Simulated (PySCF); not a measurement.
**Run report: C₂H₇AlFN, NMR shielding calculation**

The run: NMR shielding calculation of C₂H₇AlFN. Method and program: GIAO PBE0/pcSseg-1 NMR shielding, non-relativistic, gas phase (PySCF 2.14.0).

The geometry comes from this level: GFN2-xTB. Figures and captions count atoms from 1; the log counts them from 0 in places.

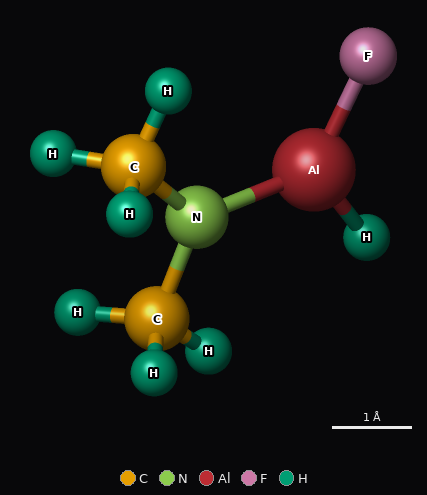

The input geometry (ball-and-stick view, seen at a tilt). Sticks mark near contacts. Bond lengths as drawn: Al–F 1.65 Å, Al–H 1.51 Å, Al–N 1.79 Å, C–H 1.09 to 1.10 Å and C–N 1.45 Å.

The input
```
{"job": {"kind": "nmr", "xc": "PBE0", "basis": "pcSseg-1"}, "charge": 0, "multiplicity": 1}
C     -0.854380    -1.087834    -0.007272
N      0.055634     0.040913    -0.002728
C     -0.624548     1.323006     0.039401
Al     1.818061    -0.278818    -0.046637
F      2.968164     0.899742    -0.050107
H     -1.515863    -1.061400    -0.880262
H     -0.265657    -2.006568    -0.040882
H     -1.476279    -1.101757     0.894566
H     -1.275987     1.452832    -0.832876
H     -1.240087     1.413253     0.941949
H      0.120218     2.120468     0.042974
H      2.291921    -1.714523    -0.084155
```

The first line tells a small driver script what to run in PySCF; the rest is the geometry in Å.

Machine: 1 CPU thread, shared host.

Launched with:
```bash
OMP_NUM_THREADS=1 python <driver script> task.json out
```

Log
```
coarse grid: 10288 points
cycle   1  E = -477.0129641723  dE =  2.121e-01  |g| = 6.753e-01  |ddm| = 2.939e+00
cycle   2  E = -476.8986921935  dE =  1.143e-01  |g| = 1.084e+00  |ddm| = 1.109e+00
cycle   3  E = -477.0971380222  dE = -1.984e-01  |g| = 4.653e-02  |ddm| = 6.955e-01
cycle   4  E = -477.0974675083  dE = -3.295e-04  |g| = 2.638e-02  |ddm| = 4.323e-02
cycle   5  E = -477.0976056638  dE = -1.382e-04  |g| = 7.214e-03  |ddm| = 1.765e-02
cycle   6  E = -477.0976136233  dE = -7.960e-06  |g| = 2.839e-03  |ddm| = 6.038e-03
final grid: 94512 points
cycle   7  E = -477.1310045796  dE = -2.452e-05  |g| = 5.035e-03  |ddm| = 1.524e-02
cycle   8  E = -477.1310032622  dE =  1.317e-06  |g| = 5.660e-03  |ddm| = 6.289e-03
cycle   9  E = -477.1310099541  dE = -6.692e-06  |g| = 5.524e-04  |ddm| = 3.474e-03
cycle  10  E = -477.1310099958  dE = -4.170e-08  |g| = 1.844e-04  |ddm| = 4.219e-04
cycle  11  E = -477.1310100021  dE = -6.267e-09  |g| = 4.580e-05  |ddm| = 1.482e-04
cycle  12  E = -477.1310100024  dE = -3.490e-10  |g| = 1.955e-05  |ddm| = 4.297e-05
```

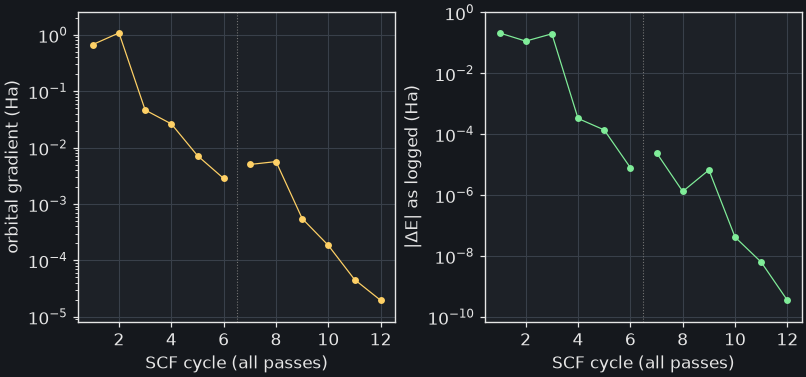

Convergence of the self-consistent field: orbital gradient and size of the energy change against the SCF cycle. The dotted line marks the change from a coarse to the final integration grid. The first 6 cycles use a coarse grid, the final grid takes over at cycle 7, and the field converges after 12 cycles in all.

```
converged SCF energy = -477.1310100024

GIAO shielding tensors (ppm)
atom      isotropic    diamagn.    paramagn.     s11        s22        s33       span
  0 C      147.228     244.126     -96.898    119.662    139.310    182.711     63.050
  1 N      205.482     324.525    -119.043    131.898    223.217    261.332    129.434
  2 C      144.491     243.366     -98.875    117.443    133.622    182.409     64.966
  3 Al     425.129     796.304    -371.175    382.319    409.816    483.252    100.933
  4 F      343.186     470.108    -126.922    260.651    344.721    424.187    163.536
  5 H       29.198      29.253      -0.055     24.693     27.055     35.846     11.153
  6 H       28.412      30.119      -1.707     23.784     27.679     33.772      9.987
  7 H       29.199      29.257      -0.059     24.693     27.053     35.850     11.158
  8 H       29.076      28.939       0.136     24.771     26.773     35.684     10.913
  9 H       29.084      28.953       0.131     24.786     26.778     35.688     10.902
 10 H       28.209      29.276      -1.067     23.273     27.444     33.910     10.637
 11 H       27.736      30.044      -2.308     23.827     26.049     33.330      9.503
```

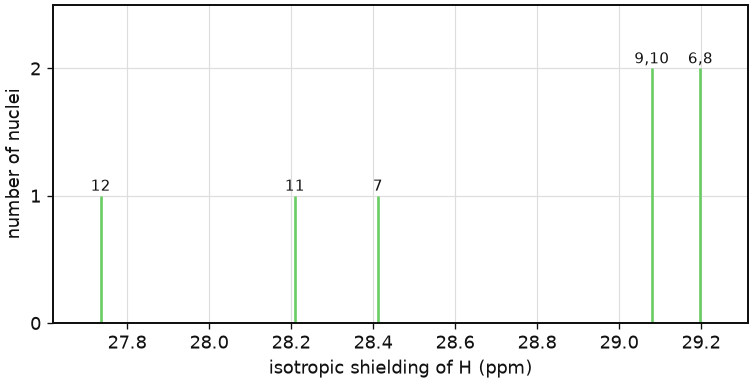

Isotropic shieldings of the hydrogen nuclei in this fixed geometry, labelled by atom number; shielding grows to the right, so chemical shift grows to the left. The least shielded is H12 (27.7 ppm), the most shielded H8 (29.2 ppm).

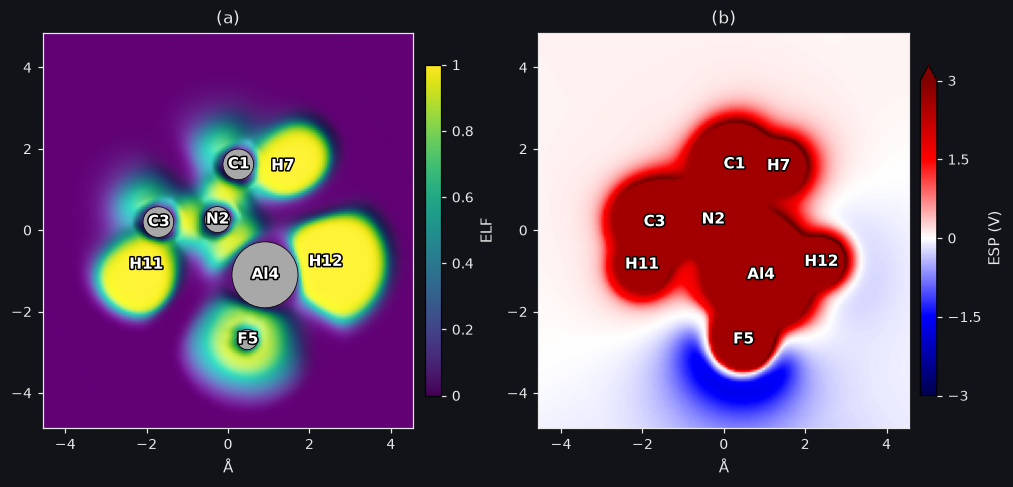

(a) electron localisation function; (b) molecular electrostatic potential on the plane of atoms N2, C1 and H7. Grey discs, where drawn, cover atomic cores. The section cuts through C, N, Al, F and H sites. C–N (1.45 Å): the ELF peaks at about 0.90 between the atoms, which marks localised, shared-pair bonding. Al–F (1.65 Å): the ELF peaks at about 0.85 in the valence shell of F, 0.5 Å from its nucleus, and is about 0.30 at the midpoint. Al–N (1.79 Å): the ELF peaks at about 0.90 in the valence shell of N, 0.6 Å from its nucleus, and is about 0.65 at the midpoint. Al–H (1.51 Å): the ELF climbs to about 1 towards the hydrogen.

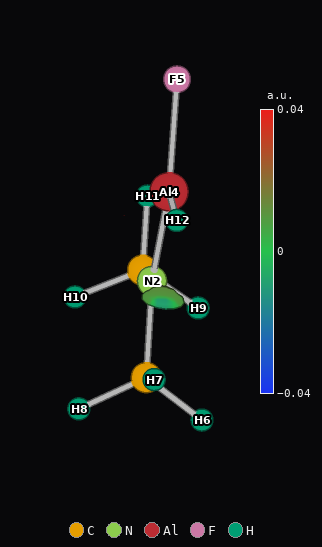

Non-covalent interaction (NCI) plot: the surface where the reduced density gradient is 0.5, for densities under 0.05 a.u., coloured by sign(λ₂)ρ; seen at an oblique angle. Between H7 and C1 on one side and Al4 on the other: a weak, van der Waals-like contact (green).

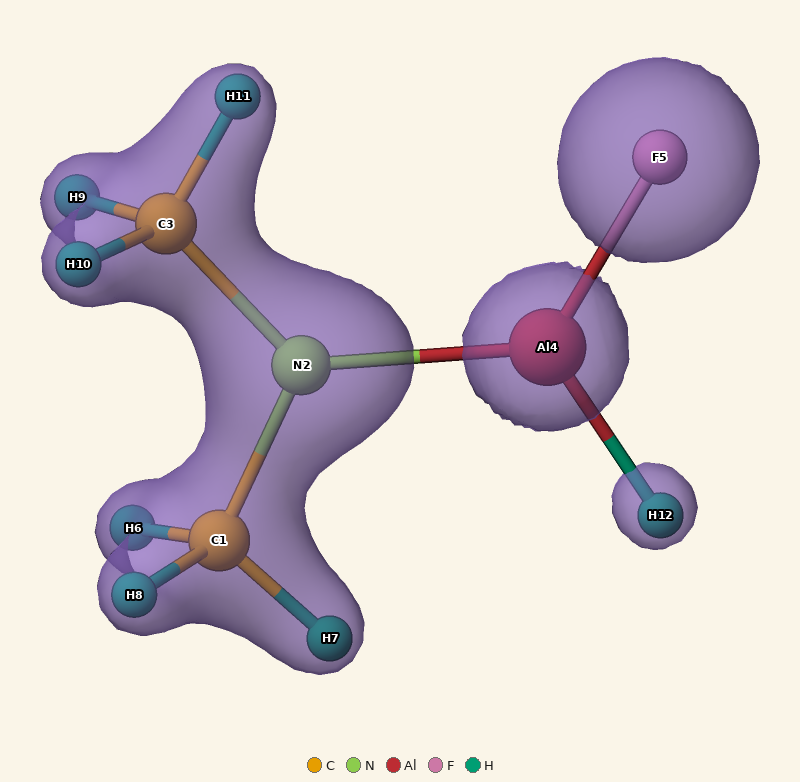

Isosurface of the total electron density at 1 e/Å³ (purple), seen at a tilt. At this value the surface falls into four separate pieces. It is pinched off along the Al–F (1.65 Å) and Al–N (1.79 Å) contacts. On the grid the lowest density along these lines, outside the cores, is 1.8 e/Å³ (C–N, 1.45 Å), 0.72 e/Å³ (Al–F, 1.65 Å), 0.7 e/Å³ (Al–N, 1.79 Å) and 1.9 e/Å³ (C–H, 1.09 Å).

Key numbers

| quantity | value |
| --- | --- |
| outcome | converged |
| total energy | −477.131010 hartree |
| HOMO | −6.54 eV |
| LUMO | −0.22 eV |
| dipole moment | 2.15 D |
| isotropic shielding, C | 144.5 to 147.2 ppm |
| isotropic shielding, N | 205.5 ppm |
| isotropic shielding, Al | 425.1 ppm |
| isotropic shielding, F | 343.2 ppm |
| isotropic shielding, H | 27.7 to 29.2 ppm |
| wall time | 12 s |
| peak memory | 0.6 GiB |
